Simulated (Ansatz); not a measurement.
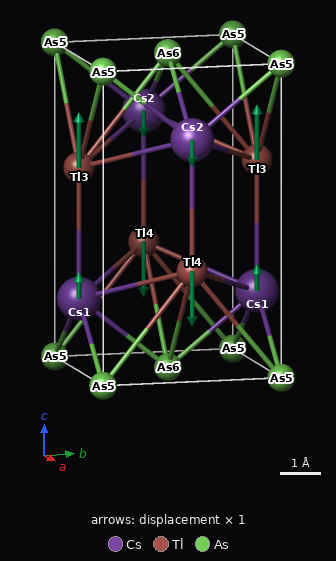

A relaxation of a crystal of CsTlAs (built on the LaSF type) (coarse preliminary run). The starting structure is drawn; green arrows show the displacements (the part carried along by the change of the cell is left out), at their true length.

A ball-and-stick model of the cell of the calculation, seen slightly off an axis.

Case: LaSF type (P4/nmm, No. 129).

The calculation used DFT PBE, scalar-relativistic, plane waves, PAW (Ansatz 0.2.0). Settings: plane-wave cutoff 420 eV; k-point mesh 4 × 4 × 2; occupations gaussian; smearing width 0.1 eV; no spin polarisation; cell and atoms relaxed; force threshold 0.04 eV/Å; at most 70 steps.

Q: What happened in the run?

A: Over 11 accepted moves (12 points after the start) the energy falls by 5.166 eV per cell of the calculation. The largest force component goes from 1.5 to 0.0036 eV/Å. Pressure: 10.82 GPa at the start and 0.14 GPa at the end. At 1 point the geometry stayed and the basis and grid were re-selected for the new cell (energy shift of 15.1 meV per cell of the calculation at most each time). The largest moves relative to the cell, 1.42 Å, are those of Tl3 and Tl4. Tl3 goes along +c. By element the largest moves are Tl 1.42 Å, Cs 0.69 Å. As stays in place. The drawn cell changes as follows: a = b 4.640 → 5.076 Å (+9.4 %), c 8.005 → 8.855 Å (+10.6 %); the volume changes by +32.4 %. Among the contacts that change: Cs1–Tl3 3.342 → 4.422 Å, Cs1–As5 2.964 → 3.731 Å, Tl3–As5 3.650 → 3.054 Å, Cs1–Tl4 3.422 → 3.736 Å. Bonds break, among them: Cs1–Tl3 (3.34 → 4.42 Å), Cs2–Tl4 (3.34 → 4.42 Å). Among the angles between lasting bonds that change: Cs1–As5–Cs1 103.0° → 85.7°, Cs1–As5–Cs2 112.8° → 122.5°. The space group stays P4/nmm (No. 129). The run took 84 s on 1 thread of Arm Neoverse V2, on a shared host, peak memory 0.5 GiB.

Limits of the set-up: the k-point mesh is coarse for a cell with partly filled bands.
